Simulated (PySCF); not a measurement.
```xyz
15

C     2.0207   -0.2121    0.2424
C     0.5359   -0.3873    0.1369
C    -0.0387   -1.6224    0.3520
P    -1.7289   -2.0117    0.2727
C    -2.3817   -0.4554   -0.1338
C    -1.6395    0.6875   -0.3123
C    -0.2497    0.7324   -0.1856
C     0.3824    1.9778   -0.3980
N     0.8804    2.9964   -0.5739
H     2.5096   -1.1490    0.4977
H     2.2602    0.5297    1.0044
H     2.4257    0.1511   -0.7022
H     0.6215   -2.4466    0.5967
H    -3.4559   -0.3930   -0.2532
H    -2.1466    1.6105   -0.5656
```

Geometry: GFN2-xTB.

Method: PySCF 2.14.0, PBE0/def2-SVPD, SCF density, gas phase.

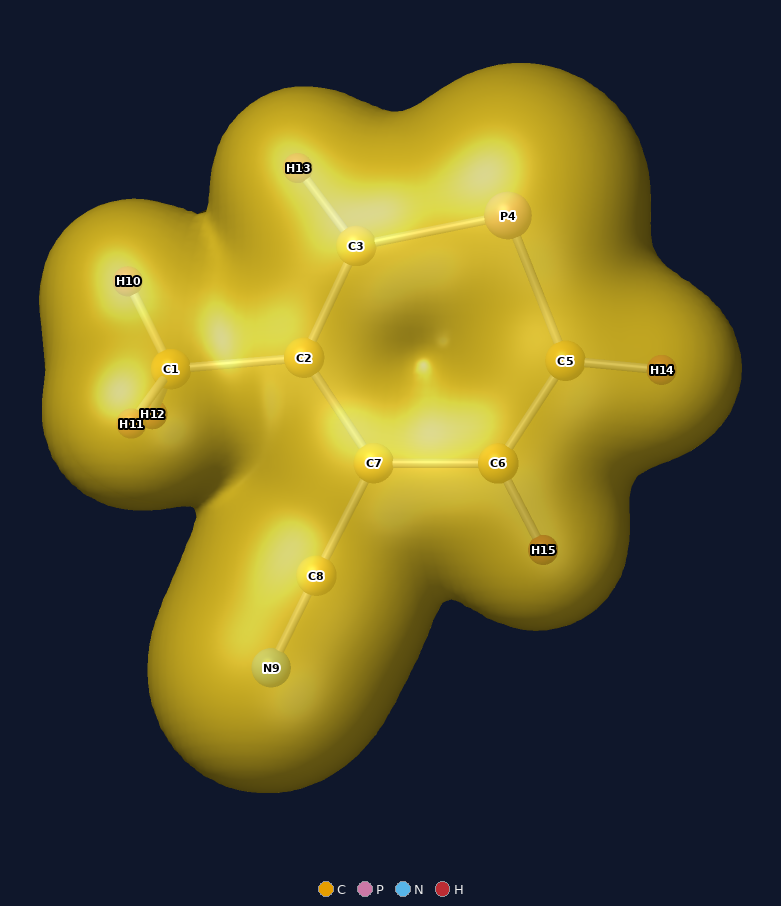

C7H6NP. Isosurface of the total electron density at 0.05 e/Å³ (yellow), seen at a tilt.

How is the density connected at this value?

At this value the surface is in one piece. It bridges the sampled C–N (1.15 Å), C–C (1.37 Å), C–P (1.74 Å) and C–H (1.08 Å) contacts, where the density stays above the isovalue. On the grid the lowest density along these lines, outside the cores, is 3.3 e/Å³ (C–N, 1.15 Å), 2.1 e/Å³ (C–C, 1.37 Å), 1.1 e/Å³ (C–P, 1.74 Å) and 1.9 e/Å³ (C–H, 1.08 Å).
